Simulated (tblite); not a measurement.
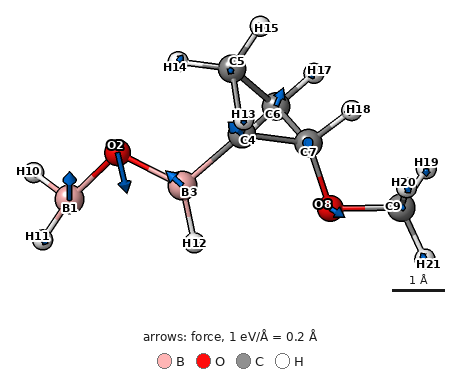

Starting geometry of C₅H₁₂B₂O₂ with the computed forces as blue arrows. The picture is a ball-and-stick view, seen at a tilt.

All numbers below come from GFN2-xTB geometry optimisation, gas phase in tblite 0.8.0. 

> What follows when this structure is relaxed?

It isn't relaxed: the largest force vector, on an O atom, is 4.38 eV/Å. The final displacements have little in common with the starting forces (cosine between the two patterns 0.16). The energy falls by 2.347 eV in 219 geometry steps. The largest move after the best rigid fit is that of an H atom, 2.35 Å. By element the largest moves are H 2.35 Å, O 1.03 Å, B 0.87 Å, C 0.80 Å. Near-neighbour distances that change, for instance: B–O 1.481 → 1.295 Å, B–O 1.455 → 1.295 Å, C–C 1.488 → 1.547 Å, C–O 1.376 → 1.405 Å. Bond angles that change, for instance: B–O–B 112.5° → 175.6°, H–C–H 119.3° → 109.1°, B–C–C 106.6° → 116.0°. Groups turn about B–C by about 60°, C–O by about 50°.
